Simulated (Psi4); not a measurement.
**Geometry relaxation, with input and output: BH (part 3 of 3)**

BH (borane(1)), SMILES [BH]; CAM-B3LYP/cc-pVDZ, RKS (Psi4 1.11). 

Geometry of the input (Å):
```
B  0.0000  0.0000  0.0000
H  0.0000  0.0000  1.2324
```

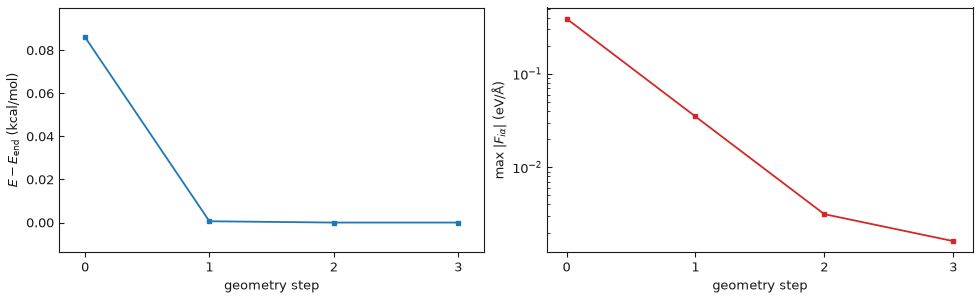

Progress of the relaxation, step by step (steps are counted from 0). Over 3 geometry steps the energy falls by 0.09 kcal/mol. Largest force component: 0.39 eV/Å at the start, 0.0016 eV/Å at the end. The largest moves after the best rigid fit, 0.010 Å, are those of B1 and H2. By element the largest moves are H 0.010 Å, B 0.010 Å. Among the contacts that change: B1–H2 1.232 → 1.252 Å. (Atoms are counted from 1 in the order of the input.)

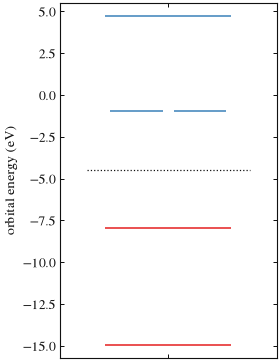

Orbital energies near the frontier; the dotted line parts filled from empty levels, and levels within 0.02 eV of each other stand side by side. Highest filled −7.96 eV, lowest empty −0.98 eV, 6.98 eV apart.

Summary:

- outcome: converged
- total energy: −25.264646 hartree
- basis functions: 19
- HOMO: −7.96 eV
- LUMO: −0.98 eV
- dipole moment: 1.51 D
- hardware: 1 thread of AMD EPYC (Zen 3), 24 GiB of memory available, shared host
- wall time: 3.9 s
- peak memory: 0.24 GiB
